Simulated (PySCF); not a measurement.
# BGeNH6 (SMILES B[NH][GeH3]) at 6 levels

Aim: a comparison of 6 runs (HF/STO-3G, HF/3-21G, HF/6-31G**, PBE0/6-31G, B3LYP/6-31G*, PBE0/def2-SVP) of BGeNH6. Input form: a Python script.

Program for the calculation: PySCF 2.14.0.

### Step 1. The molecule

The species is BGeNH6 (9 atoms), meant as a singlet with charge 0. SMILES: `B[NH][GeH3]`. The coordinates come from a PBE0-D4/def2-TZVP relaxation.

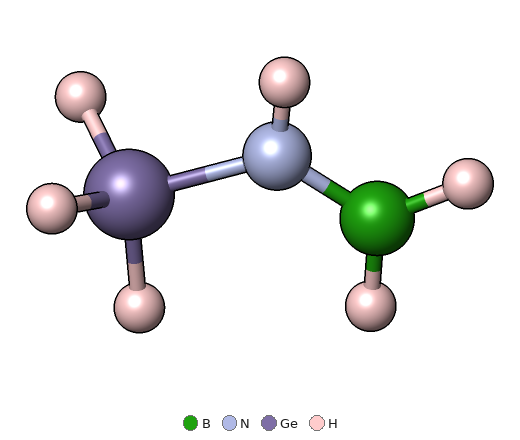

Viewed from a chosen angle; boron green, nitrogen light blue, germanium purple, hydrogen pink.

### Step 2. Energy and forces at HF/STO-3G (run 1)

Input file start.xyz:

```xyz
9

B     -0.874000     0.629500    -1.162900
N     -0.023300     0.687100    -0.062700
Ge     0.665200    -0.761400     0.866600
H     -1.217900    -0.440700    -1.581000
H     -1.249100     1.647000    -1.674800
H      0.253900     1.598400     0.272500
H      2.201600    -0.714800     0.804900
H      0.114900    -2.015200     0.184600
H      0.217300    -0.676000     2.335700
```

Input file job.py:

```python
import pyscf.grad
from pyscf import gto, scf

mol = gto.M(
    atom='start.xyz',
    verbose=3,
    basis='sto-3g',
    max_memory=1860,
)

calc0 = scf.RHF(mol)
calc0.conv_tol = 1e-10
calc0.kernel()
if not calc0.converged:
    calc0 = calc0.newton().run(calc0.mo_coeff, calc0.mo_occ)

e_tot = calc0.e_tot
print('E = %.10f Eh' % e_tot)
grad = calc0.Gradients().kernel()
dip = calc0.dip_moment()
pop, q = calc0.mulliken_pop()
```

Started as:

```sh
$ OMP_NUM_THREADS=1 python job.py
```

The program printed:

```text
converged SCF energy = -2133.42087031087
E = -2133.4208703109 Eh
--------------- RHF gradients ---------------
         x                y                z
0 B     0.0010447006    -0.0023119210     0.0014404886
1 N     0.0025270470     0.0391704647     0.0022575982
2 Ge    -0.0016605154     0.0018623332    -0.0020967307
3 H    -0.0059423325    -0.0233080618    -0.0071226162
4 H    -0.0064344628     0.0217835811    -0.0088891037
5 H    -0.0024722355    -0.0113715027    -0.0029263695
6 H     0.0382318502     0.0014112753    -0.0012431456
7 H    -0.0144558208    -0.0296149360    -0.0180224102
8 H    -0.0108382307     0.0023787673     0.0366022890
----------------------------------------------
Dipole moment(X, Y, Z, Debye):  1.25981, -0.22231,  1.63818
 ** Mulliken pop  **
pop of  0 B 1s            1.99082
pop of  0 B 2s            0.90214
pop of  0 B 2px           0.44818
pop of  0 B 2py           0.86393
pop of  0 B 2pz           0.54097
pop of  1 N 1s            1.99506
pop of  1 N 2s            1.53444
pop of  1 N 2px           1.50133
pop of  1 N 2py           1.13930
pop of  1 N 2pz           1.39731
pop of  2 Ge 1s           1.99998
pop of  2 Ge 2s           1.99875
pop of  2 Ge 3s           1.99753
pop of  2 Ge 4s           1.16654
pop of  2 Ge 2px          1.99957
pop of  2 Ge 2py          1.99956
pop of  2 Ge 2pz          1.99957
pop of  2 Ge 3px          1.98074
pop of  2 Ge 3py          1.98007
pop of  2 Ge 3pz          1.98051
pop of  2 Ge 4px          0.78693
pop of  2 Ge 4py          0.69468
pop of  2 Ge 4pz          0.76570
pop of  2 Ge 3dxy         1.99052
pop of  2 Ge 3dyz         1.98419
pop of  2 Ge 3dz^2        1.98369
pop of  2 Ge 3dxz         1.99271
pop of  2 Ge 3dx2-y2      1.98145
pop of  3 H 1s            1.09994
pop of  4 H 1s            1.09668
pop of  5 H 1s            0.83203
pop of  6 H 1s            1.12916
pop of  7 H 1s            1.11687
pop of  8 H 1s            1.12914
 ** Mulliken atomic charges  **
charge of    0B =      0.25395
charge of    1N =     -0.56743
charge of    2Ge =      0.71730
charge of    3H =     -0.09994
charge of    4H =     -0.09668
charge of    5H =      0.16797
charge of    6H =     -0.12916
charge of    7H =     -0.11687
charge of    8H =     -0.12914
```

Wall time 1.9 s (1 thread of Arm Neoverse V1, shared host); peak memory 0.12 GiB.

### Step 3. Energy and gradient at HF/3-21G (run 2)

Input file job.py:

```python
from pyscf import gto

mol = gto.Mole()
mol.atom = '''
B     -0.874000     0.629500    -1.162900
N     -0.023300     0.687100    -0.062700
Ge     0.665200    -0.761400     0.866600
H     -1.217900    -0.440700    -1.581000
H     -1.249100     1.647000    -1.674800
H      0.253900     1.598400     0.272500
H      2.201600    -0.714800     0.804900
H      0.114900    -2.015200     0.184600
H      0.217300    -0.676000     2.335700
'''
mol.max_memory = 1860
mol.charge = 0
mol.verbose = 4
mol.basis = '3-21g'
mol.build()

mf = mol.RHF()
mf.conv_tol = 1e-10
mf.kernel()
if not mf.converged:
    mf = mf.newton().run(mf.mo_coeff, mf.mo_occ)

energy = mf.e_tot
print('Final energy', energy)
grad = mf.nuc_grad_method().kernel()
mf.analyze()
```

Started as:

```sh
$ OMP_NUM_THREADS=1 python job.py
```

The program printed:

```text
PySCF version 2.14.0

[... 78 lines left out ...]
Two-electron Energy =                 1022.109909248053441
[... 7 lines left out ...]
MO #4   energy= -45.9602887465     occ= 2
[... 5 lines left out ...]
MO #10  energy= -5.12143046206791  occ= 2
[... 5 lines left out ...]
MO #16  energy= -1.56789226416828  occ= 2
[... 5 lines left out ...]
MO #22  energy= -0.500411385910119 occ= 2
[... 5 lines left out ...]
MO #28  energy= 0.202318808196857  occ= 0
[... 5 lines left out ...]
MO #34  energy= 0.423553032133502  occ= 0
[... 5 lines left out ...]
MO #40  energy= 0.71610223358735   occ= 0
[... 5 lines left out ...]
MO #46  energy= 1.40219373671344   occ= 0
[... 5 lines left out ...]
MO #52  energy= 2.67823546593262   occ= 0
[... 25 lines left out ...]
pop of  2 Ge 2px          1.99998
pop of  2 Ge 2py          1.99998
pop of  2 Ge 2pz          1.99998
pop of  2 Ge 3px          1.99990
pop of  2 Ge 3py          1.99989
pop of  2 Ge 3pz          1.99990
pop of  2 Ge 4px          0.79441
pop of  2 Ge 4py          0.66753
pop of  2 Ge 4pz          0.76639
pop of  2 Ge 5px          0.01192
pop of  2 Ge 5py          0.00881
pop of  2 Ge 5pz          0.01113
pop of  2 Ge 3dxy         1.99727
pop of  2 Ge 3dyz         1.99557
pop of  2 Ge 3dz^2        1.99664
pop of  2 Ge 3dxz         1.99741
pop of  2 Ge 3dx2-y2      1.99554
pop of  3 H 1s            1.03507
pop of  3 H 2s            0.00291
pop of  4 H 1s            1.03162
pop of  4 H 2s            0.00292
pop of  5 H 1s            0.77477
pop of  5 H 2s            0.01031
pop of  6 H 1s            1.12629
pop of  6 H 2s            0.00144
pop of  7 H 1s            1.10483
pop of  7 H 2s            0.00079
pop of  8 H 1s            1.12627
pop of  8 H 2s            0.00144
 ** Mulliken atomic charges  **
charge of    0B =      0.03753
charge of    1N =     -0.52736
charge of    2Ge =      0.70850
charge of    3H =     -0.03798
charge of    4H =     -0.03454
charge of    5H =      0.21491
charge of    6H =     -0.12773
charge of    7H =     -0.10562
charge of    8H =     -0.12771
Dipole moment(X, Y, Z, Debye):  1.12520,  0.14316,  1.45454
```

It took 2 s on 1 thread of Arm Neoverse V1, shared host; peak memory 0.13 GiB.

Runs 3 to 5 aren't shown in full; the table further down has their settings and results.

### Step 4. Energy and gradient at PBE0/def2-SVP (run 6)

Input file calc.py:

```python
import pyscf.grad
from pyscf import gto, dft

molecule = gto.M(
    atom='''
B       -0.874000       0.629500      -1.162900
N       -0.023300       0.687100      -0.062700
Ge       0.665200      -0.761400       0.866600
H       -1.217900      -0.440700      -1.581000
H       -1.249100       1.647000      -1.674800
H        0.253900       1.598400       0.272500
H        2.201600      -0.714800       0.804900
H        0.114900      -2.015200       0.184600
H        0.217300      -0.676000       2.335700
''',
    verbose=4,
    charge=0,
    max_memory=1860,
    basis='def2-svp',
)

mf = dft.RKS(molecule)
mf.xc = 'pbe0'
mf.grids.level = 5
mf.conv_tol = 1e-10
mf.kernel()
if not mf.converged:
    mf = mf.newton().run(mf.mo_coeff, mf.mo_occ)

energy = mf.e_tot
print('E = %.10f Eh' % energy)
grad = mf.Gradients().kernel()
mf.analyze()
```

Started as:

```sh
$ OMP_NUM_THREADS=1 python calc.py
```

The program printed:

```text
PySCF version 2.14.0

[... 94 lines left out ...]
DFT Exchange-Correlation Energy =      -91.901573327471425
[... 10 lines left out ...]
MO #9   energy= -4.4551964780909   occ= 2
[... 8 lines left out ...]
MO #18  energy= -0.584444386319511 occ= 2
[... 8 lines left out ...]
MO #27  energy= 0.026053674817661  occ= 0
[... 8 lines left out ...]
MO #36  energy= 0.252810524365215  occ= 0
[... 8 lines left out ...]
MO #45  energy= 0.514671695229363  occ= 0
[... 8 lines left out ...]
MO #54  energy= 0.905654369726906  occ= 0
[... 8 lines left out ...]
MO #63  energy= 1.42706394368041   occ= 0
[... 8 lines left out ...]
MO #72  energy= 1.86976532248707   occ= 0
[... 8 lines left out ...]
MO #81  energy= 2.48129117832801   occ= 0
[... 8 lines left out ...]
MO #90  energy= 3.32043609712222   occ= 0
[... 63 lines left out ...]
pop of  3 H 2s            0.00417
pop of  3 H 2px           0.00018
pop of  3 H 2py           0.00129
pop of  3 H 2pz           0.00028
pop of  4 H 1s            1.00511
pop of  4 H 2s            0.00447
pop of  4 H 2px           0.00019
pop of  4 H 2py           0.00117
pop of  4 H 2pz           0.00035
pop of  5 H 1s            0.76279
pop of  5 H 2s            0.01041
pop of  5 H 2px           0.00081
pop of  5 H 2py           0.00124
pop of  5 H 2pz           0.00059
pop of  6 H 1s            1.06392
pop of  6 H 2s            0.00341
pop of  6 H 2px           0.00272
pop of  6 H 2py           0.00008
pop of  6 H 2pz           0.00004
pop of  7 H 1s            1.04276
pop of  7 H 2s            0.00339
pop of  7 H 2px           0.00042
pop of  7 H 2py           0.00180
pop of  7 H 2pz           0.00064
pop of  8 H 1s            1.06390
pop of  8 H 2s            0.00341
pop of  8 H 2px           0.00029
pop of  8 H 2py           0.00009
pop of  8 H 2pz           0.00246
 ** Mulliken atomic charges  **
charge of    0B =     -0.05763
charge of    1N =     -0.44157
charge of    2Ge =      0.49187
charge of    3H =     -0.01621
charge of    4H =     -0.01129
charge of    5H =      0.22416
charge of    6H =     -0.07017
charge of    7H =     -0.04901
charge of    8H =     -0.07015
Dipole moment(X, Y, Z, Debye):  1.13744,  0.13629,  1.47019
```

Run time: 29 s. Hardware: 1 thread of Arm Neoverse V1, shared host; peak memory 0.88 GiB.

### Step 5. Overview of the runs

| run | level | integration grid | energy (Eh) | dipole moment (D) | HOMO energy (eV) | LUMO energy (eV) | wall time |
| --- | --- | --- | --- | --- | --- | --- | --- |
| 1 | HF/STO-3G | – | -2133.420870 | 2.08 | -9.16 | 9.31 | 1.9 s |
| 2 | HF/3-21G | – | -2147.548281 | 1.84 | -11.28 | 4.12 | 2 s |
| 3 | HF/6-31G** (spherical functions) | – | -2157.736190 | 1.62 | -11.24 | 3.46 | 11 s |
| 4 | PBE0/6-31G | 5 | -2159.486648 | 1.95 | -8.14 | 0.52 | 19 s |
| 5 | B3LYP/6-31G* (spherical functions) | 5 | -2159.999018 | 1.85 | -7.83 | 0.35 | 25 s |
| 6 | PBE0/def2-SVP | 5 | -2159.546943 | 1.86 | -8.28 | 0.33 | 29 s |

### Step 6. Summary of results

```
                       quantity           value
            run 6: total energy  -2159.54694 Eh
           run 6: dipole moment          1.86 D
             run 6: HOMO energy        -8.28 eV
             run 6: LUMO energy         0.33 eV
           run 6: HOMO–LUMO gap         8.62 eV
run 6: largest force on an atom      0.307 eV/Å
```

In words: The dipole moment (its size) runs from 1.62 D (HF/6-31G**) to 2.08 D (HF/STO-3G). The HOMO–LUMO gap runs from 8.18 eV (B3LYP/6-31G*) to 18.47 eV (HF/STO-3G). The two ends differ in method and basis. Totals of different functionals can't be ranked against each other. In run 1 the basis is minimal, so the values are rough. All runs together took 88 s, the longest 29 s.
